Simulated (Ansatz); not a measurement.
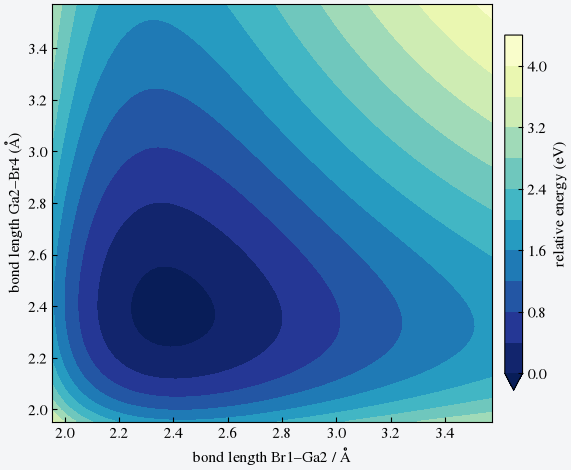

Energy landscape of Br₄Ga, SMILES [Br][Ga-]([Br])([Br])[Br], charge −1. Coordinates scanned: (1) bond length Br1–Ga2; (2) bond length Ga2–Br4. Nothing is relaxed (all other coordinates rigid). The grid has 7 × 7 points; 28 points were computed and 21 follow by symmetry. All energies are given in eV relative to the lowest grid point. The reference is spin-restricted, which grows unreliable where a bond is stretched far. The calculation used Ansatz 0.2.0, RHF/def2-SVPD.

In the figure: filled contours. Between grid points the surface is interpolated. 

Question: Describe this landscape.

Answer: The lowest grid point is at bond length Br1–Ga2 = 2.49 Å, bond length Ga2–Br4 = 2.49 Å. The bottom of the well lies between grid points, at about bond length Br1–Ga2 = 2.38 Å, bond length Ga2–Br4 = 2.38 Å, about 0.13 eV lower on the interpolated surface. It is the only kind of minimum in the scanned range. The highest grid point, bond length Br1–Ga2 = 3.57 Å, bond length Ga2–Br4 = 3.57 Å, lies 4.09 eV above the lowest. Round the minimum the two coordinates are weakly coupled (coupling 0.07 in units of the two stiffnesses).

The input of one point:

```yaml
crystal:
  periodic: [false, false, false]
  atoms:
    - { symbol: Br, position_ang: [-1.104245, -0.096921, 2.107964] }
    - { symbol: Ga, position_ang: [0.051577, 0.004487, -0.098582] }
    - { symbol: Br, position_ang: [1.895335, -1.503083, -0.099022] }
    - { symbol: Br, position_ang: [-1.545106, -0.634884, -1.903258] }
    - { symbol: Br, position_ang: [0.837427, 2.219792, -0.482042] }
total_charge: -1
basis:
  gaussian: { orbitals: def2-SVPD }
hamiltonian:
  xc: hf
output:
  forces: true
```

Each point was launched as `ansatz run input.yaml --threads 1 --pin off --max-ram 2560MiB --backend cpu --events-out ev --progress --plain --runs-dir out`. Time for the 28 points that were run: 14 min on 1 thread of Arm Neoverse V2 (shared host).
